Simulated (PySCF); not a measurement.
C₃H₁₂BNSi, SMILES CB(C)N(C)[SiH3], singlet at its GFN2-xTB optimised geometry (Å):

```
18

Si    -1.9501     0.7538     0.0561
N     -0.2041     0.6606     0.0000
C      0.5476     1.9077    -0.0403
B      0.5091    -0.5574     0.0000
C     -0.2779    -1.9359     0.0177
C      2.0987    -0.5574     0.0000
H     -2.5181     0.3188    -1.2253
H     -2.2846     2.1613     0.2901
H     -2.4563    -0.0609     1.1616
H      1.2069     1.9277    -0.9097
H     -0.1197     2.7649    -0.0992
H      1.1646     2.0148     0.8544
H      0.3256    -2.7649    -0.3459
H     -1.1930    -1.9112    -0.5698
H     -0.5693    -2.1850     1.0377
H      2.5073     0.0469     0.8091
H      2.4910    -0.1324    -0.9241
H      2.5181    -1.5559     0.0962
```

Level of theory: PBE0/def2-SVP (PySCF). Cells within 0.4 Å of a nucleus heavier than hydrogen are left out (blank, or x).

Map of the deformation density (molecule minus spherical neutral atoms) (e/bohr³) on the plane z = 0.0 Å:

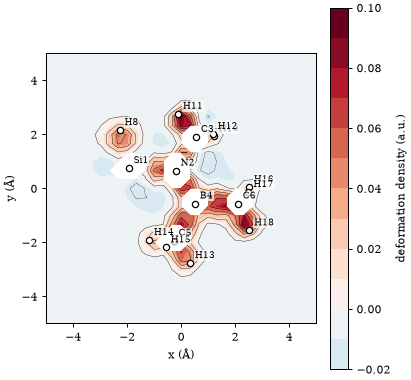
Deformation density (molecule minus spherical neutral atoms) (e/bohr³) on the plane z = 0.0 Å.
